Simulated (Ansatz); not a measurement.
**Nb2CN (R-3m): equation of state with a fit, by script**

Where is the equilibrium volume of Nb2CN (R-3m), and how stiff is it? The task is an equation of state with a fit, for Nb2CN (R-3m).

Computed with Ansatz 0.2.0 through its Python package. Level of theory: DFT PBEsol, plane waves, PAW.

**1. The system**

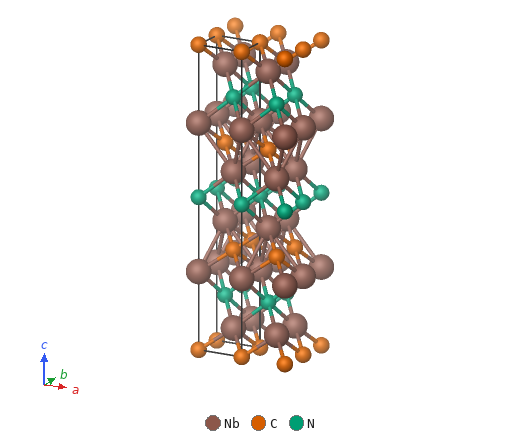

The structure that the script starts from, seen slightly off an axis (niobium brown, carbon orange, nitrogen teal). 2×2×1 cells are drawn. The cell is the conventional one. Atoms on cell faces are repeated.

The script holds or builds the structure itself.

**2. Script**

eos_nb2cn.py

```python
import warnings

import ansatz as az
import numpy as np

SETTINGS = {
    'xc': 'pbesol',
    'filling': 'Methfessel-Paxton',
    'smearing_width': 0.1,
    'cutoff': 500,
    'kmesh': (8, 8, 8),
}

vectors0 = np.array([
    [1.588415, 0.917072, 5.189965],
    [-1.588415, 0.917072, 5.189965],
    [0.0, -1.834144, 5.189965],
])
sites = [
    ('Nb', [0.743404, 0.743404, 0.743404]),
    ('Nb', [0.256596, 0.256596, 0.256596]),
    ('C', [0.0, 0.0, 0.0]),
    ('N', [0.5, 0.5, 0.5]),
]


def build(cell):
    crystal = az.Crystal(lattice=az.Lattice.of(cell))
    for symbol, position in sites:
        crystal = crystal.atom(symbol, position)
    return crystal

warnings.simplefilter('ignore', az.DeckWarning)

volumes, energies, pressures = [], [], []
for scale in np.linspace(0.9, 1.1, 9):
    cell = vectors0 * scale ** (1 / 3)
    job = (
        build(cell).calculation()
        .functional(SETTINGS['xc'])
        .occupations(SETTINGS['filling'], width=SETTINGS['smearing_width'])
        .basis(SETTINGS['cutoff'])
        .kpoints(*SETTINGS['kmesh'])
        .stress()
    )
    report = job.run(threads=1).report
    volumes.append(abs(np.linalg.det(cell)) / len(sites))
    energies.append(report['free_energy_ev'] / len(sites))
    pressures.append(np.trace(report['stress_gpa']) / 3)
    print(f'V = {volumes[-1]:8.4f} A^3/atom  F = {energies[-1]:.5f} eV/atom  P = {pressures[-1]:8.3f} GPa')

x = np.array(volumes) ** (-2 / 3)
poly = np.polynomial.Polynomial.fit(x, energies, 3).convert()
roots = poly.deriv().roots()
x0 = min((r.real for r in roots if abs(r.imag) < 1e-9 and poly.deriv(2)(r.real) > 0), key=lambda r: abs(r - x.mean()))
v0 = x0 ** -1.5
b0 = 4 / 9 * poly.deriv(2)(x0) * v0 ** (-7 / 3) * 160.21766
b1 = 4 + 2 / 3 * x0 * poly.deriv(3)(x0) / poly.deriv(2)(x0)
print(f'V0 = {v0:.4f} A^3/atom, B0 = {b0:.1f} GPa, dB/dP = {b1:.2f}')
```

**3. The input behind the calls**

The engine receives this input (first run):

```yaml
crystal:
  lattice:
    - [1.5335978208483512, 0.8854232809190541, 5.010856113974757]
    - [-1.5335978208483512, 0.8854232809190541, 5.010856113974757]
    - [0.0, -1.7708465618381082, 5.010856113974757]
  atoms:
    - { symbol: Nb, position: [0.743404, 0.743404, 0.743404] }
    - { symbol: Nb, position: [0.256596, 0.256596, 0.256596] }
    - { symbol: C, position: [0.0, 0.0, 0.0] }
    - { symbol: "N", position: [0.5, 0.5, 0.5] }
basis:
  ecutwfc: 500.0
kpoints:
  mp_grid:
    grid: [8, 8, 8]
hamiltonian:
  xc: pbesol
scf:
  occupations:
    method: methfessel_paxton
    width: 0.1
output:
  stress: true
```

**4. The run**

Command:

```
> python eos_nb2cn.py
```

Standard output:

```text
V =  10.2062 A^3/atom  F = -2404.90181 eV/atom  P =   22.866 GPa
V =  10.4897 A^3/atom  F = -2404.93249 eV/atom  P =   12.064 GPa
V =  10.7732 A^3/atom  F = -2404.94533 eV/atom  P =    2.654 GPa
V =  11.0568 A^3/atom  F = -2404.94260 eV/atom  P =   -5.546 GPa
V =  11.3403 A^3/atom  F = -2404.92632 eV/atom  P =  -12.688 GPa
V =  11.6238 A^3/atom  F = -2404.89824 eV/atom  P =  -18.908 GPa
V =  11.9073 A^3/atom  F = -2404.85989 eV/atom  P =  -24.319 GPa
V =  12.1908 A^3/atom  F = -2404.81260 eV/atom  P =  -29.020 GPa
V =  12.4743 A^3/atom  F = -2404.75755 eV/atom  P =  -33.098 GPa
V0 = 10.8605 A^3/atom, B0 = 322.2 GPa, dB/dP = 4.32
```

Run time: 37 s. Hardware: 1 thread of Arm Neoverse V1, shared host; peak memory 0.44 GiB.

**5. What changed from run to run**

The engine's inputs for some of the other runs:

Run 5, against run 1:

```diff
@@ -3,3 +3,3 @@
-    - [1.5335978208483512, 0.8854232809190541, 5.010856113974757]
-    - [-1.5335978208483512, 0.8854232809190541, 5.010856113974757]
-    - [0.0, -1.7708465618381082, 5.010856113974757]
+    - [1.588415, 0.917072, 5.189965]
+    - [-1.588415, 0.917072, 5.189965]
+    - [0.0, -1.834144, 5.189965]
```

Run 6, against run 1:

```diff
@@ -3,3 +3,3 @@
-    - [1.5335978208483512, 0.8854232809190541, 5.010856113974757]
-    - [-1.5335978208483512, 0.8854232809190541, 5.010856113974757]
-    - [0.0, -1.7708465618381082, 5.010856113974757]
+    - [1.6015429920307824, 0.9246514511558087, 5.232859217921664]
+    - [-1.6015429920307824, 0.9246514511558087, 5.232859217921664]
+    - [0.0, -1.8493029023116174, 5.232859217921664]
```

Run 8, against run 1:

```diff
@@ -3,3 +3,3 @@
-    - [1.5335978208483512, 0.8854232809190541, 5.010856113974757]
-    - [-1.5335978208483512, 0.8854232809190541, 5.010856113974757]
-    - [0.0, -1.7708465618381082, 5.010856113974757]
+    - [1.627172019847516, 0.9394483800427478, 5.316599145681647]
+    - [-1.627172019847516, 0.9394483800427478, 5.316599145681647]
+    - [0.0, -1.8788967600854956, 5.316599145681647]
```

**6. Run by run**

The 9 runs, in the order started:

| run | volume (Å³/atom) | energy from run 3 (meV/atom) | pressure (GPa) | SCF cycles | CPU time (s) |
| --- | --- | --- | --- | --- | --- |
| 1 | 10.206 | 43.51 | 22.87 | 6 | 3.6 |
| 2 | 10.490 | 12.83 | 12.06 | 6 | 3.4 |
| 3 | 10.773 | 0.00 | 2.65 | 6 | 3.4 |
| 4 | 11.057 | 2.72 | -5.55 | 6 | 3.5 |
| 5 | 11.340 | 19.00 | -12.69 | 6 | 3.6 |
| 6 | 11.624 | 47.08 | -18.91 | 6 | 3.6 |
| 7 | 11.907 | 85.44 | -24.32 | 6 | 4.5 |
| 8 | 12.191 | 132.73 | -29.02 | 7 | 4.6 |
| 9 | 12.474 | 187.77 | -33.10 | 7 | 4.7 |

Energies are free energies F = E - TS of the smeared occupations. 

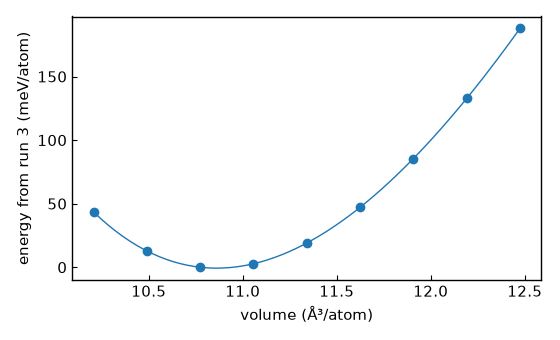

Energy against volume; the line is a third-order Birch-Murnaghan fit.

**7. What came out**

| quantity | value |
| --- | --- |
| runs compared | 9 |
| range of energy | 187.77 meV/atom |
| lowest point, volume (Å³/atom) | 10.773 |
| equilibrium volume (fit) | 10.86 Å³/atom |
| bulk modulus (fit) | 322 GPa |

In words: A third-order Birch-Murnaghan fit through the 9 points has its minimum at 10.86 Å³ an atom, 4.2 % below the typed cell, with a bulk modulus of 322 GPa and dB/dP = 4.3. From that minimum the energy rises by 44.2 meV an atom on the compressed side and 188.5 meV on the expanded side. Notes:
- No spin polarisation was allowed.
- Shape and fractional positions are held along the curve, so the bulk modulus is an upper value where they are free to relax.
- For a metal this k-point mesh is coarse: on a finer one energies can move by several to tens of meV an atom and pressures by half a GPa or more, differences at one mesh by less.
- Pressure is positive in compression.
- At these settings the cell as given stands under about -13 GPa, so it isn't at this functional's equilibrium volume.
- This cell is a computed structure, which may not be the phase found in nature.
